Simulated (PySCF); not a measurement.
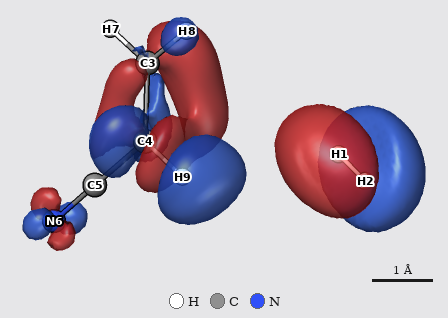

Figure 1: C₃H₅N, SMILES `[H][H].C=CC#N`. Density of the complex less the densities of the two fragments at the same geometry, ±0.0002 e/Å³ (red: gain, blue: loss). Fragment A: H2 (atoms 1–2); fragment B: H3C3N.

Computed with PySCF, PBE/6-311+G**, geometry: GFN2-xTB.

The calculation's input:

```python
import numpy as np
from pyscf import gto, scf, dft
from pyscf.scf import atom_ks, atom_hf
from scipy.linalg import block_diag
from pyscf.dispersion import dftd3

def solve(mol, dm0=None, hcore=None):
    mf = (dft.UKS if mol.spin else dft.RKS)(mol, xc='pbe')
    mf.grids.level = 3
    mf = mf.density_fit(auxbasis='def2-universal-jkfit')
    mf.conv_tol, mf.max_cycle = 1e-8, 80
    if hcore is not None:
        mf.get_hcore = lambda *args: hcore
    mf.kernel(dm0)
    if not mf.converged:
        mf = mf.newton().run(mf.mo_coeff, mf.mo_occ, max_cycle=30)
    assert mf.converged, 'SCF not converged'
    return mf

mol = gto.M(atom='''
H      2.63746    -2.26871    -0.70860
H      2.90884    -2.85874    -0.28133
C      1.21380     0.97614    -0.11064
C      0.47227    -0.02666     0.34552
C     -0.90522    -0.14127     0.06195
N     -2.02448    -0.24396    -0.16336
H      0.79284     1.75668    -0.72317
H      2.26437     1.04672     0.11517
H      0.88280    -0.81754     0.96048
''', basis='6-311+g**', charge=0, spin=0, verbose=4)
mol_a = gto.M(atom='''
H      2.63746    -2.26871    -0.70860
H      2.90884    -2.85874    -0.28133
ghost-C      1.21380     0.97614    -0.11064
ghost-C      0.47227    -0.02666     0.34552
ghost-C     -0.90522    -0.14127     0.06195
ghost-N     -2.02448    -0.24396    -0.16336
ghost-H      0.79284     1.75668    -0.72317
ghost-H      2.26437     1.04672     0.11517
ghost-H      0.88280    -0.81754     0.96048
''', basis='6-311+g**', charge=0, spin=0, verbose=4)
mol_b = gto.M(atom='''
ghost-H      2.63746    -2.26871    -0.70860
ghost-H      2.90884    -2.85874    -0.28133
C      1.21380     0.97614    -0.11064
C      0.47227    -0.02666     0.34552
C     -0.90522    -0.14127     0.06195
N     -2.02448    -0.24396    -0.16336
H      0.79284     1.75668    -0.72317
H      2.26437     1.04672     0.11517
H      0.88280    -0.81754     0.96048
''', basis='6-311+g**', charge=0, spin=0, verbose=4)
ab, a, b = solve(mol), solve(mol_a), solve(mol_b)
e_int = ab.e_tot - a.e_tot - b.e_tot
print('counterpoise-corrected interaction energy / kcal/mol', e_int * 627.5095)
def disp(atoms, charge):
    m = gto.M(atom=atoms, charge=charge, basis='sto-3g', spin=None, unit='Bohr', verbose=0)
    return dftd3.DFTD3Dispersion(m, xc='pbe', version='d3bj').get_dispersion()['energy']
e_disp = disp(mol._atom, mol.charge) - disp(mol._atom[:2], mol_a.charge) - disp(mol._atom[2:], mol_b.charge)
print('D3(BJ) part / kcal/mol', e_disp * 627.5095)
# spherically averaged free atoms, for the promolecule
atm = atom_ks.get_atm_nrks(mol, xc='pbe')
pro = block_diag(*[(atm[a[0]][2] * atm[a[0]][3]) @ atm[a[0]][2].T for a in mol._atom])
np.savez('result.npz', e_int=e_int, e_disp=e_disp, dm_a=a.make_rdm1(), dm_b=b.make_rdm1(), c=ab.mo_coeff, occ=ab.mo_occ, eps=ab.mo_energy, pro=pro, d=[f.dip_moment(verbose=0) for f in (ab, a, b)])
```

Run with:

```sh
OMP_NUM_THREADS=1 python input.py
```

The run took 31 s on 1 thread of Arm Neoverse V2 (shared host), peak memory 0.45 GiB.

Partitions, critical points and surface values were worked out afterwards from this run's density.

**Which way does charge flow?**

Hirshfeld charges show almost no net transfer (under 0.005 e). 0.01 e is displaced in all, which induces a dipole of 0.02 D.

**What is the interaction energy, and which contacts carry it?**

The counterpoise-corrected interaction energy of the frozen fragments is −0.2 kcal/mol without dispersion correction and −0.5 kcal/mol with D3(BJ). The pair geometry is semi-empirical, not a minimum at this level. Contacts: H1···H9, H···H contact, 2.82 Å, ρ = 0.003 a.u. The pose is a local one from a semi-empirical search, not shown to be the most stable.
